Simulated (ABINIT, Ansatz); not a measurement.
# Quasiparticle gap of LiH (Fm-3m) in ABINIT

How does a plane-wave GW calculation on LiH (Fm-3m) run from the first input to the gap?

Calculated with ABINIT 10.8.3; PBE and many-body steps on it, plane waves.

The database entry behind the starting cell differs from later determinations by our own check (the deuteride, about 0.2 % short), so it need not match the best structure at ambient conditions.

## Step 1: The structure

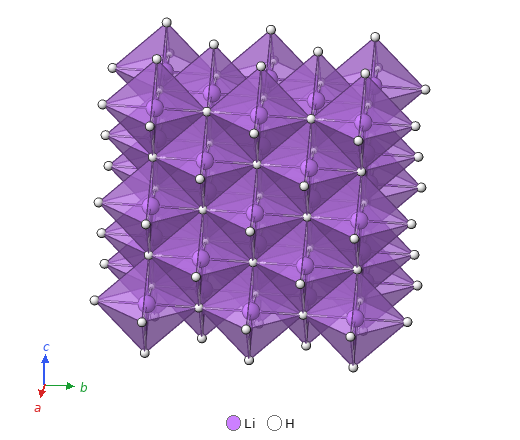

Start, viewed slightly off an axis; lithium purple, hydrogen white. 1×2×2 cells are drawn. This picture shows the conventional cell, with its axes. Some periodic images of atoms are drawn too.

The cell and positions come from the Crystallography Open Database and are kept as given unless a step says otherwise.

## Step 2: Ground state

This step: ABINIT 10.8.3; DFT, PBE, plane waves, norm-conserving pseudopotentials.

The ground-state density comes first.

Input file run.abi:

```
acell 3*1.0 Angstrom
rprim 
  -0.000000000000 2.036750000000 2.036750000000
  2.036750000000 -0.000000000000 2.036750000000
  2.036750000000 2.036750000000 -0.000000000000
ntypat 2
znucl 3 1
natom 2
typat 1 2
xred 
  0.000000000000 0.000000000000 0.000000000000
  0.500000000000 0.500000000000 0.500000000000
pp_dirpath "pseudos"
pseudos "Li.upf, H.upf"
ecut 33
ngkpt 8 8 8
nshiftk 1
shiftk 0 0 0
kptopt 1
chksymbreak 0
nband 7
occopt 1
tolvrs 1e-10
nstep 60
prtwf 0
optforces 0
optstress 0
indata_prefix "in"
outdata_prefix "out"
tmpdata_prefix "tmp"
```

The run is started by

```bash
OMP_NUM_THREADS=1 mpirun -n 8 abinit run.abi > log
```

Numbers of over 12 decimals in the logs are rounded to 6 here.

Log:

```text
.Version 10.8.3 of ABINIT. v10.8.2 released Aug 2026.

 Symmetries : space group Fm -3 m (#225); Bravais cF (face-center cubic)
================================================================================
 Values of the parameters that define the memory need of the present run
     intxc =       0    ionmov =       0      iscf =       7    lmnmax =       4
     lnmax =       4     mgfft =      30  mpssoang =       2    mqgrid =    3001
     natom =       2  nloc_mem =       1    nspden =       1   nspinor =       1
    nsppol =       1      nsym =      48    n1xccc =       0    ntypat =       2
    occopt =       1   xclevel =       2
-    mband =           7        mffmem =           1         mkmem =           4
       mpw =        1042          nfft =       27000          nkpt =          29
================================================================================
  Rough estimation (10% accuracy) of disk space for files :
================================================================================

--------------------------------------------------------------------------------
------------- Echo of variables that govern the present computation ------------
--------------------------------------------------------------------------------
 -outvars: echo values of preprocessed input variables --------
            acell      1.8897261259E+00  1.8897261259E+00  1.8897261259E+00 Bohr

      chksymbreak           0
             ecut      3.30000000E+01 Hartree
-          fftalg         312

              ixc     -101130
              kpt      0.00000000E+00  0.00000000E+00  0.00000000E+00
                       1.25000000E-01  0.00000000E+00  0.00000000E+00
                       2.50000000E-01  0.00000000E+00  0.00000000E+00
                       3.75000000E-01  0.00000000E+00  0.00000000E+00
                       5.00000000E-01  0.00000000E+00  0.00000000E+00
                       1.25000000E-01  1.25000000E-01  0.00000000E+00
                       2.50000000E-01  1.25000000E-01  0.00000000E+00
                       3.75000000E-01  1.25000000E-01  0.00000000E+00
                       5.00000000E-01  1.25000000E-01  0.00000000E+00
   [... 18 further rows ...]
                      -3.75000000E-01  5.00000000E-01  1.25000000E-01
                      -2.50000000E-01  5.00000000E-01  2.50000000E-01
         kptrlatt        8    0    0      0    8    0      0    0    8
          kptrlen      4.35453291E+01
P           mkmem           4
            natom           2
            nband           7
            ngfft          30      30      30
             nkpt          29
            nstep          60
             nsym          48
           ntypat           2
              occ      2.000000  2.000000  0.000000  0.000000  0.000000  0.000000
                       0.000000
        optforces           0
        optstress           0
            prtwf           0
            rprim     -0.0000000000E+00  2.0367500000E+00  2.0367500000E+00
[...]
spgroup         225

           tolvrs      1.00000000E-10

             xred      0.0000000000E+00  0.0000000000E+00  0.0000000000E+00
[...]
znucl        3.00000    1.00000

================================================================================

 chkinp: Checking input parameters for consistency.

================================================================================
== DATASET  1 ==================================================================
-   mpi_nproc: 8, omp_nthreads: 1 (-1 if OMP is not activated)

--- !DatasetInfo
iteration_state: {dtset: 1, }
dimensions: {natom: 2, nkpt: 29, mband: 7, nsppol: 1, nspinor: 1, nspden: 1, mpw: 1042, }
cutoff_energies: {ecut:  33.0, pawecutdg:  -1.0, }
electrons: {nelect:   4.00000000E+00, charge:   0.00000000E+00, occopt:   1.00000000E+00, tsmear:   1.00000000E-02, }

 Real(R)+Recip(G) space primitive vectors, cartesian coordinates (Bohr,Bohr^-1):
 R(1)=  0.0000000  3.8488997  3.8488997  G(1)= -0.1299073  0.1299073  0.1299073
 R(2)=  3.8488997  0.0000000  3.8488997  G(2)=  0.1299073 -0.1299073  0.1299073
 R(3)=  3.8488997  3.8488997  0.0000000  G(3)=  0.1299073  0.1299073 -0.1299073
 Unit cell volume ucvol=  1.1403542E+02 bohr^3
 Angles (23,13,12)=  6.00000000E+01  6.00000000E+01  6.00000000E+01 degrees

 getcut: wavevector=  0.0000  0.0000  0.0000  ngfft=  30  30  30
         ecut(hartree)=     33.000   => boxcut(ratio)=   2.13368

--- Pseudopotential description ------------------------------------------------
- Li Generated using ONCVPSP code by D. R. Hamann
-  3.00000   3.00000  171031                  znucl, zion, pspdat
12 -101130 1 -1 1944                          pspcod,pspxc,lmax,lloc,mmax
     nproj     2     2
  pspatm : epsatm=    2.74360059
         --- l  ekb(1:nproj) -->
[...]
pspatm: atomic psp has been read  and splines computed

- H Generated using ONCVPSP code by D. R. Hamann
-  1.00000   1.00000  171031                  znucl, zion, pspdat
12 -101130 1 -1 1166                          pspcod,pspxc,lmax,lloc,mmax
     nproj     2     1
  pspatm : epsatm=    0.36186929
         --- l  ekb(1:nproj) -->
             0   -1.701123   -0.534484
             1   -0.503321
 pspatm: atomic psp has been read  and splines computed

   1.24218795E+01                                ecore*ucvol(ha*bohr**3)
--------------------------------------------------------------------------------

_setup2: Arith. and geom. avg. npw (full set) are    1032.553    1032.522

================================================================================

--- !BeginCycle
iteration_state: {dtset: 1, }
solver: {iscf: 7, nstep: 60, nline: 4, wfoptalg: 0, }
tolerances: {tolvrs: 1.00E-10, }

     iter   Etot(hartree)      deltaE(h)  residm     vres2
 ETOT  1  -7.811692    -7.812E+00 6.179E-02 2.587E+01
 ETOT  2  -7.817687    -5.995E-03 2.470E-04 4.040E-01
 ETOT  3  -7.817700    -1.248E-05 1.186E-04 6.596E-03
 ETOT  4  -7.817700    -1.199E-07 2.107E-04 1.152E-04
 ETOT  5  -7.817700    -3.355E-09 9.743E-05 1.581E-07
 ETOT  6  -7.817700    -7.532E-12 9.509E-05 2.306E-09
 ETOT  7  -7.817700    -1.954E-14 3.678E-05 2.465E-11

 At SCF step    7       vres2   =  2.47E-11 < tolvrs=  1.00E-10 =>converged.

--- !ResultsGS
iteration_state: {dtset: 1, }
comment   : Summary of ground state results
lattice_vectors:
- [ -0.0000000,   3.8488997,   3.8488997, ]
- [  3.8488997,  -0.0000000,   3.8488997, ]
- [  3.8488997,   3.8488997,  -0.0000000, ]
lattice_lengths: [   5.44317,    5.44317,    5.44317, ]
lattice_angles: [ 60.000,  60.000,  60.000, ] # degrees, (23, 13, 12)
lattice_volume:   1.1403542E+02
convergence: {deltae: -1.954E-14, res2:  2.465E-11, residm:  3.678E-05, diffor:  0.000E+00, }
etotal    :  -7.81769999E+00
entropy   :   0.00000000E+00
fermie    :  -1.27892219E-02
cartesian_stress_tensor: null
pressure_GPa: null
xred      :
- [  0.0000E+00,   0.0000E+00,   0.0000E+00, Li]
- [  5.0000E-01,   5.0000E-01,   5.0000E-01,  H]
cartesian_forces: null
force_length_stats: {min: null, max: null, mean: null, }

 Integrated electronic density in atomic spheres:
 ------------------------------------------------
 Atom  Sphere_radius  Integrated_density
    1        2.00000          2.24993717
    2        2.00000          1.27207296
================================================================================

 ----iterations are completed or convergence reached----

 Mean square residual over all n,k,spin=   27.132E-08; max=  36.778E-06
 reduced coordinates (array xred) for    2 atoms
       0.000000000000      0.000000000000      0.000000000000
       0.500000000000      0.500000000000      0.500000000000
 rms dE/dt=  0.0000E+00; max dE/dt=  0.0000E+00; dE/dt below (all hartree)
    1       0.000000000000      0.000000000000      0.000000000000
    2       0.000000000000      0.000000000000      0.000000000000

 cartesian coordinates (angstrom) at end:
    1      0.000000     0.000000     0.000000
    2      2.036750     2.036750     2.036750
 length scales=  1.889726125908  1.889726125908  1.889726125908 bohr
              =  1.000000000000  1.000000000000  1.000000000000 angstroms
 prteigrs : about to open file out_EIG
 Fermi (or HOMO) energy (hartree) =  -0.01279   Average Vxc (hartree)=  -0.30380
 Eigenvalues (hartree) for nkpt=  29  k points:
 kpt#   1, nband=  7, wtk=  0.00195, kpt=  0.0000  0.0000  0.0000 (reduced coord)
  -1.64081   -0.20586    0.55593    0.62682    0.62682    0.62682    0.79790
 prteigrs : prtvol=0 or 1, do not print more k-points.

--- !EnergyTerms
iteration_state     : {dtset: 1, }
comment             : Components of total free energy in Hartree
kinetic             :  5.77687050537605E+00
hartree             :  1.64440145734381E+00
xc                  : -2.05284246565355E+00
Ewald energy        : -3.40272690322020E+00
psp_core            :  1.08930009251063E-01
local_psp           : -5.17068083719169E+00
non_local_psp       : -4.72165175675936E+00
total_energy        : -7.81769999085388E+00
total_energy_eV     : -2.12730454006327E+02
band_energy         : -3.46840377958160E+00

== END DATASET(S) ==============================================================
================================================================================

 -outvars: echo values of variables after computation  --------
           etotal     -7.8176999909E+00
            nband           7
             nkpt          29
          spgroup         225
 [... the other variables as echoed above ...]

 Calculation completed.
```

The job ended after 2 s (8 MPI ranks of Intel Xeon Platinum 8488C (Sapphire Rapids), shared host; peak memory 0.08 GiB).

Numbers from this step:

| Item | Value |
| --- | --- |
| total energy | -212.7305 eV |
| gap | 3.022 eV |
| k of the valence top | 0.5, 0.5, 0 |
| k of the conduction bottom | 0.5, 0.5, 0 |
| least direct gap | 3.022 eV |

The gap is direct, at (0.500, 0.500, 0.000).

## Step 3: Bands along the symmetry lines

The cheap functional maps the bands first; the places of the edges decide which points the dearer methods must see.

Input file run.abi:

```
acell 3*1.0 Angstrom
rprim 
  -0.000000000000 2.036750000000 2.036750000000
  2.036750000000 -0.000000000000 2.036750000000
  2.036750000000 2.036750000000 -0.000000000000
ntypat 2
znucl 3 1
natom 2
typat 1 2
xred 
  0.000000000000 0.000000000000 0.000000000000
  0.500000000000 0.500000000000 0.500000000000
pp_dirpath "pseudos"
pseudos "Li.upf, H.upf"
ecut 33
iscf -2
irdden 1
kptopt 0
nkpt 50
kpt 
  0.00000000 0.00000000 0.00000000
  0.06250000 0.00000000 0.06250000
  0.12500000 0.00000000 0.12500000
  0.18750000 0.00000000 0.18750000
  0.25000000 0.00000000 0.25000000
  0.31250000 0.00000000 0.31250000
  0.37500000 0.00000000 0.37500000
  0.43750000 0.00000000 0.43750000
  0.50000000 0.00000000 0.50000000
  0.51562500 0.03125000 0.51562500
  0.53125000 0.06250000 0.53125000
  0.54687500 0.09375000 0.54687500
  0.56250000 0.12500000 0.56250000
  0.57812500 0.15625000 0.57812500
  0.59375000 0.18750000 0.59375000
  0.60937500 0.21875000 0.60937500
  0.62500000 0.25000000 0.62500000
  0.37500000 0.37500000 0.75000000
  0.32812500 0.32812500 0.65625000
  0.28125000 0.28125000 0.56250000
  0.23437500 0.23437500 0.46875000
  0.18750000 0.18750000 0.37500000
  0.14062500 0.14062500 0.28125000
  0.09375000 0.09375000 0.18750000
  0.04687500 0.04687500 0.09375000
  0.00000000 0.00000000 0.00000000
  0.06250000 0.06250000 0.06250000
  0.12500000 0.12500000 0.12500000
  0.18750000 0.18750000 0.18750000
  0.25000000 0.25000000 0.25000000
  0.31250000 0.31250000 0.31250000
  0.37500000 0.37500000 0.37500000
  0.43750000 0.43750000 0.43750000
  0.50000000 0.50000000 0.50000000
  0.50000000 0.46875000 0.53125000
  0.50000000 0.43750000 0.56250000
  0.50000000 0.40625000 0.59375000
  0.50000000 0.37500000 0.62500000
  0.50000000 0.34375000 0.65625000
  0.50000000 0.31250000 0.68750000
  0.50000000 0.28125000 0.71875000
  0.50000000 0.25000000 0.75000000
  0.50000000 0.21875000 0.71875000
  0.50000000 0.18750000 0.68750000
  0.50000000 0.15625000 0.65625000
  0.50000000 0.12500000 0.62500000
  0.50000000 0.09375000 0.59375000
  0.50000000 0.06250000 0.56250000
  0.50000000 0.03125000 0.53125000
  0.50000000 0.00000000 0.50000000
istwfk *1
nband 9
nbdbuf 2
tolwfr 1e-08
nstep 40
prtwf 0
prtvol 0
indata_prefix "in"
outdata_prefix "out"
tmpdata_prefix "tmp"
```

Log:

```text
.Version 10.8.3 of ABINIT. v10.8.2 released Aug 2026.

 Symmetries : space group Fm -3 m (#225); Bravais cF (face-center cubic)
[... echo of the input left out ...]
== DATASET  1 ==================================================================
-   mpi_nproc: 8, omp_nthreads: 1 (-1 if OMP is not activated)

--- !DatasetInfo
iteration_state: {dtset: 1, }
dimensions: {natom: 2, nkpt: 50, mband: 9, nsppol: 1, nspinor: 1, nspden: 1, mpw: 1056, }
cutoff_energies: {ecut:  33.0, pawecutdg:  -1.0, }
electrons: {nelect:   4.00000000E+00, charge:   0.00000000E+00, occopt:   1.00000000E+00, tsmear:   1.00000000E-02, }

 Real(R)+Recip(G) space primitive vectors, cartesian coordinates (Bohr,Bohr^-1):
 R(1)=  0.0000000  3.8488997  3.8488997  G(1)= -0.1299073  0.1299073  0.1299073
 R(2)=  3.8488997  0.0000000  3.8488997  G(2)=  0.1299073 -0.1299073  0.1299073
 R(3)=  3.8488997  3.8488997  0.0000000  G(3)=  0.1299073  0.1299073 -0.1299073
 Unit cell volume ucvol=  1.1403542E+02 bohr^3
 Angles (23,13,12)=  6.00000000E+01  6.00000000E+01  6.00000000E+01 degrees

 getcut: wavevector=  0.0000  0.0000  0.0000  ngfft=  30  30  30
         ecut(hartree)=     33.000   => boxcut(ratio)=   2.13368

--- Pseudopotential description ------------------------------------------------
- Li Generated using ONCVPSP code by D. R. Hamann
-  3.00000   3.00000  171031                  znucl, zion, pspdat
12 -101130 1 -1 1944                          pspcod,pspxc,lmax,lloc,mmax
     nproj     2     2
  pspatm : epsatm=    2.74360059
         --- l  ekb(1:nproj) -->
             0   -4.951544   -1.544797
             1   -2.250661   -0.474685
 pspatm: atomic psp has been read  and splines computed

- H Generated using ONCVPSP code by D. R. Hamann
-  1.00000   1.00000  171031                  znucl, zion, pspdat
12 -101130 1 -1 1166                          pspcod,pspxc,lmax,lloc,mmax
     nproj     2     1
  pspatm : epsatm=    0.36186929
         --- l  ekb(1:nproj) -->
             0   -1.701123   -0.534484
             1   -0.503321
 pspatm: atomic psp has been read  and splines computed

--------------------------------------------------------------------------------

================================================================================
 prteigrs : about to open file out_EIG
 Non-SCF case, kpt    1 (  0.00000  0.00000  0.00000), residuals and eigenvalues=
  1.04E-09  5.73E-09  1.06E-09  9.15E-09  1.08E-09  6.52E-09  3.73E-09  6.83E-07
  9.41E-08
 -1.6408E+00 -2.0586E-01  5.5593E-01  6.2682E-01  6.2682E-01  6.2682E-01
[...]
Non-SCF case, kpt    2 (  0.06250  0.00000  0.06250), residuals and eigenvalues=
  4.88E-09  5.09E-09  3.30E-09  6.01E-10  5.35E-10  9.11E-10  8.80E-09  1.05E-07
  1.20E-07
 -1.6407E+00 -2.0249E-01  5.3564E-01  5.9928E-01  5.9928E-01  6.4245E-01
[...]
Non-SCF case, kpt    3 (  0.12500  0.00000  0.12500), residuals and eigenvalues=
  3.91E-09  2.31E-09  2.95E-09  8.49E-10  2.84E-09  5.00E-09  1.54E-09  2.70E-06
  8.58E-09
 -1.6405E+00 -1.9235E-01  4.9312E-01  5.4826E-01  5.4826E-01  6.5630E-01
[...]
Non-SCF case, kpt   49 (  0.50000  0.03125  0.53125), residuals and eigenvalues=
[...]
-1.6390E+00 -1.3086E-02  9.9547E-02  3.6416E-01  3.7742E-01  5.0546E-01
[...]
Non-SCF case, kpt   50 (  0.50000  0.00000  0.50000), residuals and eigenvalues=
[...]
-1.6390E+00 -1.2789E-02  9.8269E-02  3.7629E-01  3.7629E-01  4.9077E-01
[...]
--- !ResultsGS
iteration_state: {dtset: 1, }
comment   : Summary of ground state results
lattice_vectors:
- [ -0.0000000,   3.8488997,   3.8488997, ]
- [  3.8488997,  -0.0000000,   3.8488997, ]
- [  3.8488997,   3.8488997,  -0.0000000, ]
lattice_lengths: [   5.44317,    5.44317,    5.44317, ]
lattice_angles: [ 60.000,  60.000,  60.000, ] # degrees, (23, 13, 12)
lattice_volume:   1.1403542E+02
convergence: {deltae:  0.000E+00, res2:  0.000E+00, residm:  9.990E-09, diffor:  0.000E+00, }
etotal    :  -7.81769999E+00
entropy   :   0.00000000E+00
fermie    :  -1.27892219E-02
cartesian_stress_tensor: null
pressure_GPa: null
xred      :
- [  0.0000E+00,   0.0000E+00,   0.0000E+00, Li]
- [  5.0000E-01,   5.0000E-01,   5.0000E-01,  H]
cartesian_forces: null
force_length_stats: {min: null, max: null, mean: null, }

 Integrated electronic density in atomic spheres:
 ------------------------------------------------
 Atom  Sphere_radius  Integrated_density
[...]
================================================================================

 ----iterations are completed or convergence reached----

 Mean square residual over all n,k,spin=   29.651E-10; max=  99.900E-10
 reduced coordinates (array xred) for    2 atoms
       0.000000000000      0.000000000000      0.000000000000
       0.500000000000      0.500000000000      0.500000000000

 cartesian coordinates (angstrom) at end:
    1      0.000000     0.000000     0.000000
    2      2.036750     2.036750     2.036750
 length scales=  1.889726125908  1.889726125908  1.889726125908 bohr
              =  1.000000000000  1.000000000000  1.000000000000 angstroms
 prteigrs : about to open file out_EIG
 Eigenvalues (hartree) for nkpt=  50  k points:
 kpt#   1, nband=  9, wtk=  1.00000, kpt=  0.0000  0.0000  0.0000 (reduced coord)
[...]
kpt#   2, nband=  9, wtk=  1.00000, kpt=  0.0625  0.0000  0.0625 (reduced coord)
[...]
kpt#   3, nband=  9, wtk=  1.00000, kpt=  0.1250  0.0000  0.1250 (reduced coord)
[...]
kpt#  49, nband=  9, wtk=  1.00000, kpt=  0.5000  0.0313  0.5313 (reduced coord)
  -1.63896   -0.01309    0.09955    0.36416    0.37742    0.50546    0.59859    1.20315
   1.22809
 kpt#  50, nband=  9, wtk=  1.00000, kpt=  0.5000  0.0000  0.5000 (reduced coord)
  -1.63897   -0.01279    0.09827    0.37629    0.37629    0.49077    0.59808    1.22697
   1.22753

== END DATASET(S) ==============================================================
================================================================================

 -outvars: echo values of variables after computation  --------
            nband           9
             nkpt          50
          spgroup         225
 [... the other variables as echoed above ...]

 Calculation completed.
```

The job ended after 1.9 s (8 MPI ranks; peak memory 0.07 GiB).

Numbers from this step:

```yaml
gap: 3.022 eV
k_of_the_valence_top: 0.5, 0, 0.5
k_of_the_conduction_bottom: 0.5, 0, 0.5
least_direct_gap: 3.022 eV
```

The gap is 3.022 eV, as in the run before at this level.

The electronic bands at the labelled points (eV, zero at the top of the highest filled band; v1 is the highest filled band, c1 the lowest empty one):

```tsv
point	v2	v1	c1	c2	c3	c4
Γ	-44.30	-5.25	15.48	17.40	17.40	17.40
X	-44.25	0.00	3.02	10.59	10.59	13.70
U	-44.25	-0.47	4.13	7.41	11.68	15.68
jump to K	-44.25	-0.47	4.13	7.41	11.68	15.68
Γ	-44.30	-5.25	15.48	17.40	17.40	17.40
L	-44.26	-2.49	4.80	13.25	16.07	16.07
W	-44.25	-0.20	5.24	5.24	11.40	17.12
X	-44.25	0.00	3.02	10.59	10.59	13.70
```

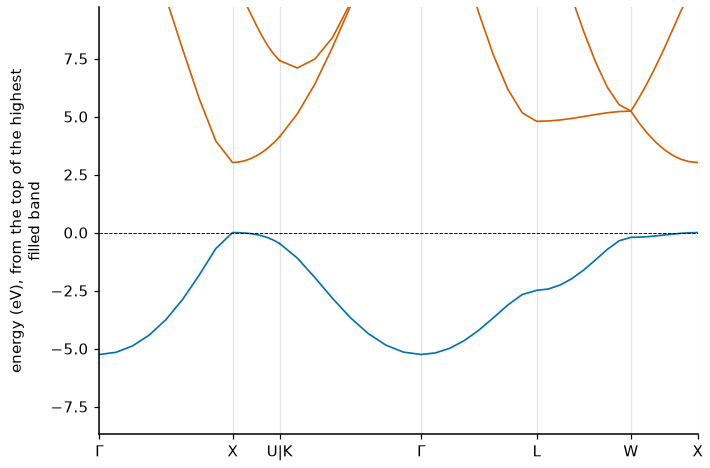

Electronic bands along the path; lines of filled and empty bands in two colours.

(Continued in part 2 of 2.)

[Paths, hosts, dates, memory and timing lines, banners, echoed tables and standing remarks are left out of the program output.]

[Logs are printed without paths, hosts, clocks, repeated set-up lines and the standing remarks that a program may print on its own settings, such as how far it seeks lower states.]

[Runs of the session that timed out or met a known fault of the program may be left out.]

[Hosts, paths, dates, database ids (printed as entryN), source tags and the programs' standing remarks are cut or masked in the printed files.]

[G0W0 gaps are taken among the corrected bands and points alone; a level outside them can change the order at an edge.]

[Where Ansatz stands beside ABINIT at settings called matched, ABINIT's density can come from a denser mesh and the files from another edition; pairs whose starting gaps differed by over 0.03 eV were left out, so agreement reads better than it is.]
